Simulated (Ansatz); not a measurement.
Geometry relaxation, with input and output: BPH₅F (part 2 of 2)

The same run, continued: BPH₅F; RKS BHLYP-D4/def2-mTZVP (Ansatz 0.2.0). It belongs to a series of runs on one base structure; here: end point A relaxed.

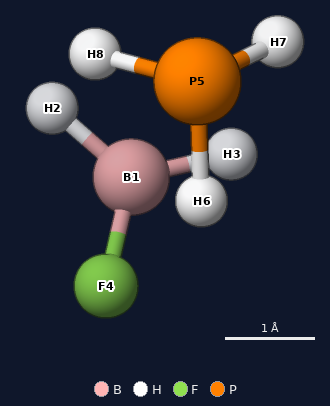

**Figure 1.** The geometry at step 12 of the log (ball-and-stick view, seen at an oblique angle; atoms are numbered from 1 in the order of the input).

Trajectory as extended XYZ, continued:
```
8
Properties=species:S:1:pos:R:3:forces:R:3 step=7 energy=-12763.88026 accepted=F
B    -0.0007    0.4486   -0.0645   -0.0689  -0.0920  -0.0240
H    -0.0424    0.8840    1.0299    0.0083   0.0556   0.0798
H     0.9998    0.2384   -0.6545    0.0234   0.0109  -0.0412
F    -1.1413    0.1835   -0.6613    0.0367   0.0254  -0.0162
P     0.1915   -3.0613    1.1046   -0.0094   0.2873  -0.0404
H    -0.5469   -2.6559   -0.0337    0.0571  -0.0367   0.1395
H     1.4225   -2.5736    0.6029   -0.1041  -0.0347   0.0687
H    -0.0980   -1.8861    1.8540    0.0570  -0.2158  -0.1661
8
Properties=species:S:1:pos:R:3:forces:R:3 step=8 energy=-12763.88344
B    -0.0091    0.4415   -0.0482   -0.0166  -0.0049  -0.0256
H    -0.0549    0.8851    1.0459    0.0003   0.0041   0.0195
H     0.9951    0.2132   -0.6278    0.0022  -0.0016  -0.0037
F    -1.1451    0.2068   -0.6651    0.0152   0.0038   0.0063
P     0.1901   -3.0412    1.1210    0.0017   0.0341  -0.0223
H    -0.5412   -2.6950   -0.0343    0.0121  -0.0081   0.0243
H     1.4268   -2.6074    0.5987   -0.0156  -0.0058   0.0083
H    -0.0772   -1.8253    1.7870    0.0008  -0.0216  -0.0067
8
Properties=species:S:1:pos:R:3:forces:R:3 step=9 energy=-12763.88360
B    -0.0066    0.4466   -0.0551   -0.0350  -0.0030  -0.0283
H    -0.0509    0.8852    1.0407    0.0028   0.0044   0.0273
H     0.9963    0.2234   -0.6382    0.0072  -0.0060  -0.0086
F    -1.1442    0.2122   -0.6697    0.0263   0.0021   0.0079
P     0.1944   -3.0516    1.1176    0.0019   0.0370  -0.0066
H    -0.5440   -2.6912   -0.0282    0.0057  -0.0034   0.0170
H     1.4246   -2.5944    0.6003   -0.0156  -0.0015   0.0106
H    -0.0852   -1.8526    1.8099    0.0067  -0.0297  -0.0192
8
Properties=species:S:1:pos:R:3:forces:R:3 step=10 energy=-12763.88372
B    -0.0036    0.4499   -0.0600   -0.0464  -0.0282  -0.0209
H    -0.0454    0.8822    1.0389    0.0033   0.0075   0.0121
H     0.9979    0.2283   -0.6468    0.0037   0.0038  -0.0073
F    -1.1428    0.2145   -0.6719    0.0407   0.0128   0.0152
P     0.1991   -3.0577    1.1148    0.0050   0.0389  -0.0067
H    -0.5481   -2.6908   -0.0233    0.0076  -0.0037   0.0150
H     1.4218   -2.5762    0.6008   -0.0200  -0.0039   0.0099
H    -0.0944   -1.8726    1.8247    0.0062  -0.0272  -0.0174
8
Properties=species:S:1:pos:R:3:forces:R:3 step=11 energy=-12763.88387
B     0.0013    0.4444   -0.0679   -0.0699   0.0022  -0.0263
H    -0.0368    0.8627    1.0373    0.0070  -0.0088  -0.0021
H     1.0003    0.2305   -0.6618    0.0019  -0.0048  -0.0006
F    -1.1408    0.2238   -0.6810    0.0625   0.0068   0.0292
P     0.2080   -3.0625    1.1075    0.0147   0.0633   0.0039
H    -0.5550   -2.6779   -0.0138    0.0045  -0.0040   0.0097
H     1.4164   -2.5369    0.6008   -0.0356  -0.0097   0.0181
H    -0.1088   -1.9065    1.8562    0.0149  -0.0451  -0.0319
8
Properties=species:S:1:pos:R:3:forces:R:3 step=12 energy=-12763.88375 accepted=F
B     0.0036    0.4406   -0.0735   -0.0824  -0.0760   0.0157
H    -0.0327    0.8374    1.0402    0.0093   0.0175  -0.0277
H     1.0014    0.2230   -0.6679    0.0030   0.0254  -0.0119
F    -1.1399    0.2291   -0.6876    0.0717   0.0320   0.0238
P     0.2130   -3.0586    1.1026    0.0173   0.0634   0.0215
H    -0.5586   -2.6644   -0.0087   -0.0049  -0.0007  -0.0012
H     1.4128   -2.5100    0.5997   -0.0344  -0.0086   0.0206
H    -0.1153   -1.9193    1.8725    0.0203  -0.0530  -0.0408
8
Properties=species:S:1:pos:R:3:forces:R:3 step=13 energy=-12763.88404
B     0.0014    0.4399   -0.0685   -0.0589  -0.0079  -0.0151
H    -0.0356    0.8498    1.0400    0.0064  -0.0040  -0.0072
H     1.0000    0.2231   -0.6620    0.0017   0.0010  -0.0019
F    -1.1408    0.2294   -0.6844    0.0526   0.0084   0.0240
P     0.2104   -3.0583    1.1064    0.0130   0.0428   0.0088
H    -0.5561   -2.6745   -0.0123    0.0006  -0.0012   0.0016
H     1.4151   -2.5256    0.6000   -0.0237  -0.0072   0.0106
H    -0.1100   -1.9062    1.8580    0.0083  -0.0318  -0.0209
8
Properties=species:S:1:pos:R:3:forces:R:3 step=14 energy=-12763.88418
B     0.0028    0.4321   -0.0701   -0.0427  -0.0094  -0.0031
H    -0.0315    0.8292    1.0434    0.0043  -0.0029  -0.0165
H     1.0004    0.2136   -0.6651    0.0005   0.0050  -0.0013
F    -1.1400    0.2377   -0.6896    0.0400   0.0077   0.0202
P     0.2157   -3.0528    1.1039    0.0122   0.0191   0.0104
H    -0.5591   -2.6693   -0.0089   -0.0035   0.0008  -0.0062
H     1.4117   -2.5014    0.5985   -0.0120  -0.0052   0.0039
H    -0.1155   -1.9115    1.8651    0.0012  -0.0152  -0.0073
8
Properties=species:S:1:pos:R:3:forces:R:3 step=15 energy=-12763.88424
B     0.0047    0.4293   -0.0717   -0.0307  -0.0064   0.0006
H    -0.0274    0.8209    1.0440    0.0028  -0.0037  -0.0192
H     1.0012    0.2120   -0.6690   -0.0005   0.0053   0.0001
F    -1.1389    0.2402   -0.6909    0.0305   0.0061   0.0176
P     0.2193   -3.0518    1.1022    0.0119   0.0131   0.0051
H    -0.5617   -2.6686   -0.0064   -0.0028   0.0000  -0.0052
H     1.4086   -2.4854    0.5979   -0.0108  -0.0053   0.0038
H    -0.1214   -1.9191    1.8712   -0.0004  -0.0090  -0.0028
8
Properties=species:S:1:pos:R:3:forces:R:3 step=16 energy=-12763.88437
B     0.0113    0.4259   -0.0766    0.0102  -0.0048   0.0105
H    -0.0131    0.8069    1.0430   -0.0010  -0.0034  -0.0208
H     1.0044    0.2158   -0.6827   -0.0041   0.0074   0.0043
F    -1.1350    0.2406   -0.6902   -0.0035   0.0026   0.0050
P     0.2290   -3.0528    1.0977    0.0172   0.0270  -0.0148
H    -0.5697   -2.6720    0.0000    0.0057  -0.0057   0.0058
H     1.3988   -2.4415    0.5972   -0.0269  -0.0141   0.0127
H    -0.1413   -1.9453    1.8891    0.0023  -0.0092  -0.0028
```

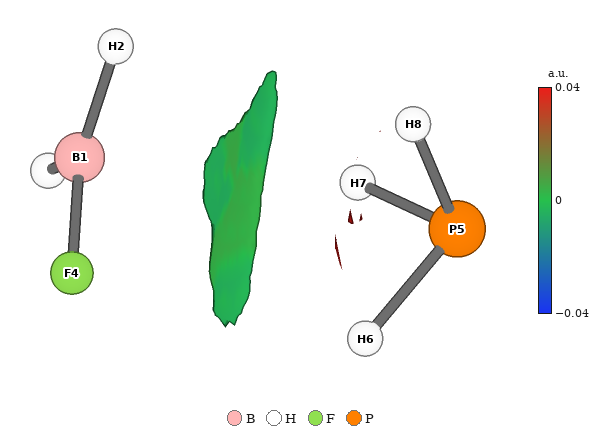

**Figure 2.** Non-covalent interaction (NCI) plot: the surface where the reduced density gradient is 0.6, for densities under 0.05 a.u., coloured by sign(λ₂)ρ; seen at a tilt. Between H8 on one side and B1 on the other: a weak, van der Waals-like contact (green).

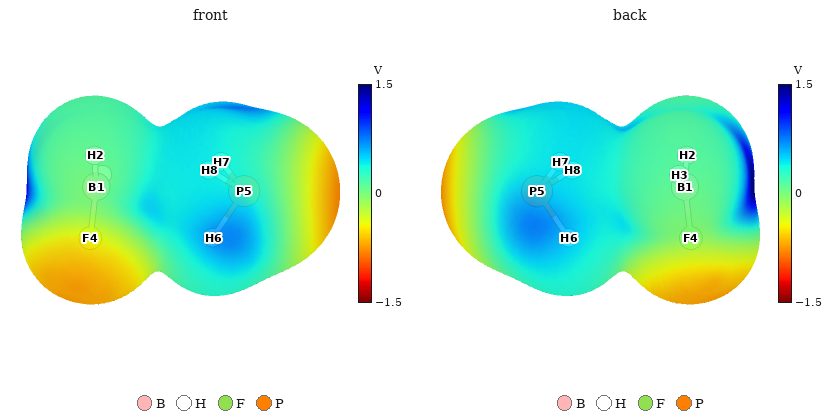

**Figure 3.** The electrostatic potential painted on the density surface at 0.001 e/bohr³, seen face on and from behind; red is negative and blue positive.

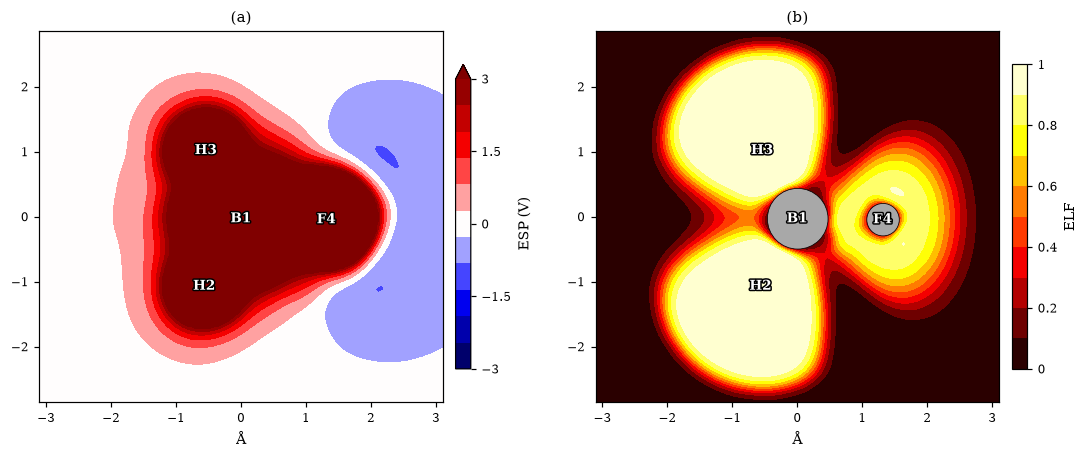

**Figure 4.** (a) molecular electrostatic potential; (b) electron localisation function on the plane of atoms H2, B1 and F4. Grey discs, where drawn, cover atomic cores. Atoms in the plane: B, H and F. B–H (1.18 Å): the ELF climbs to about 1 towards the hydrogen, as it does in any bond to H; a covalent bond by its length.

This output came from the following input.

Input file:
```yaml
crystal:
  periodic: [false, false, false]
  atoms:
    - { symbol: B, position_ang: [-0.012082, 0.19784, 0.050454] }
    - { symbol: H, position_ang: [-0.070793, 0.506756, 1.19296] }
    - { symbol: H, position_ang: [1.004128, 0.0413, -0.530642] }
    - { symbol: F, position_ang: [-1.138473, 0.095601, -0.622646] }
    - { symbol: P, position_ang: [0.135613, -2.718999, 1.142521] }
    - { symbol: H, position_ang: [-0.544455, -2.6264, -0.08679] }
    - { symbol: H, position_ang: [1.414639, -2.573837, 0.570882] }
    - { symbol: H, position_ang: [-0.004178, -1.344661, 1.460561] }
basis:
  gaussian: { orbitals: def2-mTZVP }
hamiltonian:
  xc: { name: BHLYP }
  dispersion: d4
relax:
  f_tol: 0.03
  max_steps: 50
output:
  orbitals: {}
```

Launch command:
```bash
ansatz run input.yaml --threads 1 --pin off --max-ram 2048MiB --backend cpu --events-out ev --progress --plain --runs-dir out
```

Summary:

| quantity | value |
| --- | --- |
| outcome | converged |
| total energy | −12763.8845 eV |
| mean-field energy | −12763.7810 eV |
| largest force (length of the vector) at the end | 0.035 eV/Å |
| hardware | 1 thread of Intel Xeon @ 2.50GHz (Skylake/Cascade Lake), 32 GiB of memory available, shared host |
| wall time | 54 s |
| peak memory | 0.16 GiB |
